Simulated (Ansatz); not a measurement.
**How methods differ on GeH2S (SMILES [SH][GeH])**

The species is GeH2S (4 atoms), meant as a singlet with charge 0. SMILES: `[SH][GeH]`. The coordinates come from a PBE0-D4/def2-TZVP relaxation.

```xyz
4

S    -0.4433   -1.2018    0.2717
Ge   -0.8417    0.7379   -0.7436
H     0.7792   -0.9621    0.7712
H     0.5612    1.3659   -0.3194
```

Quantity: the energy change with the S1–H3 bond stretched from 1.342 to 2.684 Å, in eV. The values are calculated.

```json
{"level": "HF/STO-3G (restricted)", "kind": "Hartree–Fock", "program": "Ansatz", "value (eV)": "7.58", "less FCI/STO-3G": "+4.02", "CPU time (all runs)": "0.45 s"}
{"level": "revPBE/STO-3G (restricted)", "kind": "GGA", "program": "Ansatz", "value (eV)": "4.24", "less FCI/STO-3G": "+0.68", "CPU time (all runs)": "5.7 s"}
{"level": "r2SCAN/STO-3G (restricted)", "kind": "meta-GGA", "program": "Ansatz", "value (eV)": "4.81", "less FCI/STO-3G": "+1.25", "CPU time (all runs)": "11 s"}
{"level": "r2SCAN0/STO-3G (restricted)", "kind": "hybrid meta-GGA", "program": "Ansatz", "value (eV)": "5.75", "less FCI/STO-3G": "+2.19", "CPU time (all runs)": "8.1 s"}
{"level": "wB97M-V/STO-3G (restricted)", "kind": "range-separated hybrid", "program": "Ansatz", "value (eV)": "6.00", "less FCI/STO-3G": "+2.44", "CPU time (all runs)": "48 s"}
{"level": "RPA@PBE/STO-3G (restricted)", "kind": "RPA", "program": "Ansatz", "value (eV)": "4.30", "less FCI/STO-3G": "+0.74", "CPU time (all runs)": "10 s"}
{"level": "BCCD(T)/STO-3G (restricted)", "kind": "coupled cluster or CI", "program": "Ansatz", "value (eV)": "3.61", "less FCI/STO-3G": "+0.05", "CPU time (all runs)": "1.1 s"}
{"level": "CCSDT/STO-3G (restricted)", "kind": "coupled cluster or CI", "program": "Ansatz", "value (eV)": "3.58", "less FCI/STO-3G": "+0.02", "CPU time (all runs)": "1.7 s"}
{"level": "FCI/STO-3G", "kind": "exact in the basis", "program": "Ansatz", "value (eV)": "3.56", "less FCI/STO-3G": "0.00", "CPU time (all runs)": "18 s"}
```

FCI/STO-3G is exact within its basis and frozen core, so for wave-function methods in that basis the difference is their error; functionals converge differently with the basis, so for them it is only a difference. Spin-restricted single references rise too steeply as a bond breaks, Hartree–Fock most of all. Perturbation and coupled-cluster corrections on them can overshoot downwards. All-electron rows without a relativistic Hamiltonian named are non-relativistic. The first shape isn't each level's own minimum. The values span 3.56 to 7.58 eV. All rows use very small basis sets, so even the best lies far from the true value. In the correlated wave-function rows the outer d shell of Ge is correlated, in sets not made for it. Times are those of the runs behind each value, whatever else they computed, on shared processors of several kinds: orders of magnitude only.

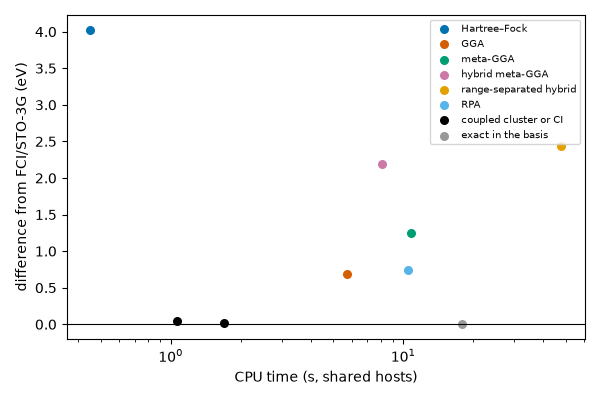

Difference from FCI/STO-3G against processor time, one point a level.
